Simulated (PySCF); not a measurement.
# triplet AlHSClF at 3 levels

We compute a comparison of 3 runs (UB3LYP/6-31G*, UB2PLYP/6-311+G**, UPBE0/6-311+G**) of triplet AlHSClF. The job is set up through a Python script.

The calculation is run with PySCF 2.14.0.

5 further runs of the same task are left out: 5 set aside as unsound or not needed.

### Step 1. The molecule

AlHSClF has 5 atoms, charge 0, and is taken as a triplet. As SMILES of the parent species, `[F][Al]([SH])[Cl]`. The coordinates come from a PBE0-D4/def2-TZVP relaxation. This is one conformer, not always the lowest. That shape belongs to the parent species and isn't relaxed for this state.

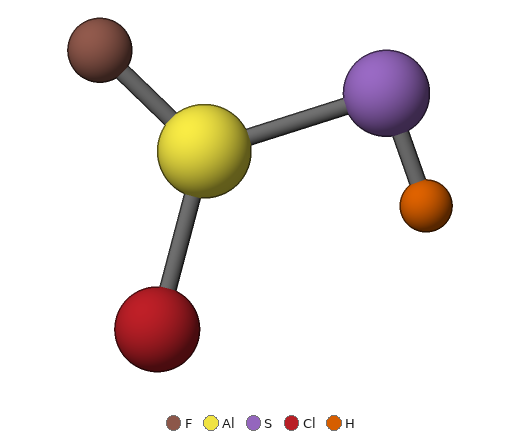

The structure, seen from a chosen angle (fluorine brown, aluminium yellow, sulfur purple, chlorine red, hydrogen orange).

### Step 2. The energy at UB3LYP/6-31G(d) (spherical functions) (run 1)

calc.py reads:

```python
from pyscf import gto, dft

mol = gto.M(
    atom='''
F     -1.074800    -1.532300     1.120000
Al    -0.434500    -0.368700     0.162600
S      1.608200     0.228100     0.503500
Cl    -1.607500     0.476200    -1.328000
H      1.558300     1.123100    -0.499600
''',
    spin=2,
    basis='6-31g*',
    verbose=3,
    max_memory=1860,
    charge=0,
)

ks = dft.UKS(mol, xc='b3lyp')
ks.conv_tol = 1e-10
ks.grids.level = 5
ks.kernel()
if not ks.converged:
    ks = ks.newton().run(ks.mo_coeff, ks.mo_occ)

e_tot = ks.e_tot
print(f'total energy: {e_tot:.8f} hartree')
```

Started as:

```bash
$ OMP_NUM_THREADS=1 python calc.py
```

What it wrote:

```text
WARN: HOMO -0.0819858205500608 >= LUMO -0.313763371664339

WARN: HOMO -0.115961703581355 >= LUMO -0.173406385851843

WARN: HOMO -0.101138488383089 >= LUMO -0.267607279605907

WARN: HOMO -0.0991364113014104 >= LUMO -0.280770908704298

WARN: HOMO -0.10649998355184 >= LUMO -0.290334779892243

WARN: HOMO -0.106775131339524 >= LUMO -0.278114061896563

WARN: HOMO -0.106616168266392 >= LUMO -0.27624835049588

WARN: HOMO -0.1071420796667 >= LUMO -0.27606758024878

WARN: HOMO -0.106908682813442 >= LUMO -0.275735315102979

WARN: HOMO -0.106932352760651 >= LUMO -0.275786816542618

WARN: HOMO -0.106905861038799 >= LUMO -0.275773994564743

WARN: HOMO -0.106877299735561 >= LUMO -0.275748211495737

WARN: HOMO -0.106866068586036 >= LUMO -0.275745310236349

WARN: HOMO -0.106860006246061 >= LUMO -0.275723184748751

WARN: HOMO -0.106853291933004 >= LUMO -0.275724511813012

WARN: HOMO -0.106852076212301 >= LUMO -0.275722927924285

WARN: HOMO -0.10685165246166 >= LUMO -0.275721562181416

WARN: HOMO -0.106851965815051 >= LUMO -0.27572167491371

converged SCF energy = -1201.23350414887  <S^2> = 2.0035728  2S+1 = 3.0023809
total energy: -1201.23350415 hartree
```

Run time: 18 s. Hardware: 1 thread of Intel Xeon 6975P-C (Granite Rapids), shared host; peak memory 0.39 GiB.

### Step 3. A single-point energy at UB2PLYP/6-311+G(d,p) (run 2)

input.py reads:

```python
from pyscf import gto, dft, mp

mol = gto.Mole()
mol.atom = [
    ('F', (-1.074800, -1.532300, 1.120000)),
    ('Al', (-0.434500, -0.368700, 0.162600)),
    ('S', (1.608200, 0.228100, 0.503500)),
    ('Cl', (-1.607500, 0.476200, -1.328000)),
    ('H', (1.558300, 1.123100, -0.499600)),
]
mol.spin = 2
mol.max_memory = 1860
mol.basis = '6-311+g**'
mol.verbose = 3
mol.charge = 0
mol.build()

myscf = dft.UKS(mol)
myscf.xc = '0.53*HF + 0.47*B88, 0.73*LYP'
myscf.grids.level = 5
myscf.conv_tol = 1e-10
myscf.kernel()
if not myscf.converged:
    myscf = myscf.newton().run(myscf.mo_coeff, myscf.mo_occ)

pt = mp.MP2(myscf, frozen=16).run()
e_final = myscf.e_tot + 0.27 * pt.e_corr
print('PT2 part  %.8f' % (0.27 * pt.e_corr))
print('E = %.10f Eh' % e_final)
```

Started as:

```bash
$ OMP_NUM_THREADS=1 python input.py
```

What it wrote:

```text
WARN: HOMO -0.0626616806578437 >= LUMO -0.323340540116302

WARN: HOMO -0.146526174776787 >= LUMO -0.30471186813414

WARN: HOMO -0.144003763228028 >= LUMO -0.251994328041391

WARN: HOMO -0.140444830005421 >= LUMO -0.223975515043577

WARN: HOMO -0.143145677301163 >= LUMO -0.222161830168176

WARN: HOMO -0.143791817798714 >= LUMO -0.220513829771164

WARN: HOMO -0.143832429853546 >= LUMO -0.220047997860163

WARN: HOMO -0.143874936497014 >= LUMO -0.21999703174157

WARN: HOMO -0.143881662971694 >= LUMO -0.220021217378218

WARN: HOMO -0.143892607719764 >= LUMO -0.220004951241393

WARN: HOMO -0.143888841234869 >= LUMO -0.220013946275728

WARN: HOMO -0.143892167177057 >= LUMO -0.220020168088411

WARN: HOMO -0.143892124100972 >= LUMO -0.220019690464596

WARN: HOMO -0.143893429886063 >= LUMO -0.220022604717187

WARN: HOMO -0.143894063186735 >= LUMO -0.220022122818861

WARN: HOMO -0.143893946743205 >= LUMO -0.220023116556234

WARN: HOMO -0.143894002108965 >= LUMO -0.220023269304477

WARN: HOMO -0.143893920448392 >= LUMO -0.220023403826843

converged SCF energy = -1200.66395604221  <S^2> = 2.0067491  2S+1 = 3.004496
E(UMP2) = -1201.3059838649  E_corr = -0.642027822687425
E(SCS-UMP2) = -1201.28396559632  E_corr = -0.620009554104725
PT2 part  -0.17334751
E = -1200.8373035543 Eh
```

Run time: 31 s. Hardware: 1 thread of Intel Xeon 6975P-C (Granite Rapids), shared host; peak memory 0.68 GiB.

### Step 4. A single-point energy at UPBE0/6-311+G(d,p) (run 3)

input.py reads:

```python
from pyscf import gto, dft

mol = gto.M(
    atom='''
F       -1.074800      -1.532300       1.120000
Al      -0.434500      -0.368700       0.162600
S        1.608200       0.228100       0.503500
Cl      -1.607500       0.476200      -1.328000
H        1.558300       1.123100      -0.499600
''',
    max_memory=1860,
    verbose=4,
    charge=0,
    spin=2,
    basis='6-311+g**',
)

mf = dft.UKS(mol, xc='pbe0')
mf.grids.level = 5
mf.conv_tol = 1e-10
mf.kernel()
if not mf.converged:
    mf = mf.newton().run(mf.mo_coeff, mf.mo_occ)

energy = mf.e_tot
print('E(%s) = %.9f' % ('PBE0', energy))
```

Started as:

```bash
$ OMP_NUM_THREADS=1 python input.py
```

What it wrote:

```text
PySCF version 2.14.0

[INPUT] num. atoms = 5
[INPUT] num. electrons = 56
[INPUT] charge = 0
[INPUT] spin (= nelec alpha-beta = 2S) = 2
[INPUT] symmetry False subgroup None
[INPUT] Mole.unit = angstrom
[INPUT] Symbol           X                Y                Z      unit          X                Y                Z       unit  Magmom
[INPUT]  1 F     -1.074800000000  -1.532300000000   1.120000000000 AA   -2.031077638683  -2.895627340671   2.116493259513 Bohr   0.0
[INPUT]  2 Al    -0.434500000000  -0.368700000000   0.162600000000 AA   -0.821086001124  -0.696742022127   0.307269467854 Bohr   0.0
[INPUT]  3 S      1.608200000000   0.228100000000   0.503500000000 AA    3.039057553526   0.431046529013   0.951477103719 Bohr   0.0
[INPUT]  4 Cl    -1.607500000000   0.476200000000  -1.328000000000 AA   -3.037734745238   0.899887580518  -2.509556293422 Bohr   0.0
[INPUT]  5 H      1.558300000000   1.123100000000  -0.499600000000 AA    2.944760219910   2.122351410499  -0.944107171833 Bohr   0.0

[... 46 lines left out ...]
[... the frontier-level lines of each cycle are left out ...]
[... 11 lines left out ...]
[... 11 lines left out ...]
[... 11 lines left out ...]
[... 11 lines left out ...]
[... 11 lines left out ...]
[... 11 lines left out ...]
[... 5 lines left out ...]

cycle= 15 E= -1200.80841667042  delta_E= -6.68e-09  |g|= 1.33e-05  |ddm|= 0.00333


cycle= 16 E= -1200.80841667092  delta_E= -4.97e-10  |g|= 1e-05  |ddm|= 0.000849


cycle= 17 E= -1200.80841667108  delta_E= -1.63e-10  |g|= 3.42e-06  |ddm|= 0.000309


cycle= 18 E= -1200.80841667109  delta_E= -9.55e-12  |g|= 7.15e-07  |ddm|= 0.000142


Extra cycle  E= -1200.8084166711  delta_E= -3.64e-12  |g|= 6e-07  |ddm|= 1.67e-05
converged SCF energy = -1200.8084166711  <S^2> = 2.005017  2S+1 = 3.0033428
E(PBE0) = -1200.808416671
```

Wall time 32 s (1 thread of Intel Xeon 6975P-C (Granite Rapids), shared host); peak memory 0.68 GiB.

### Step 5. Overview of the runs

```csv
run,level,frozen core orbitals,energy (Eh),dipole moment (D),HOMO energy (eV),⟨S²⟩,wall time
1,UB3LYP/6-31G* (spherical functions),–,-1201.233504,4.84,-2.91,2.004,18 s
2,UB2PLYP/6-311+G**,16,-1200.837304,5.37,-3.92,2.007,31 s
3,UPBE0/6-311+G**,–,-1200.808417,5.17,-3.50,2.005,32 s
```

### Step 6. Outcome

| quantity | value |
| --- | --- |
| run 3: total energy | -1200.80842 Eh |
| run 3: dipole moment | 5.17 D |
| run 3: HOMO energy (highest over α and β) | -3.50 eV |
| run 3: ⟨S²⟩ | 2.005 |

In words: The dipole moment (its size) runs from 4.84 D (UB3LYP/6-31G*) to 5.37 D (UB2PLYP/6-311+G**). The two ends differ in method and basis. A double hybrid's value is that of its SCF part. Totals of different functionals can't be ranked against each other. All runs together took 81 s, the longest 32 s.
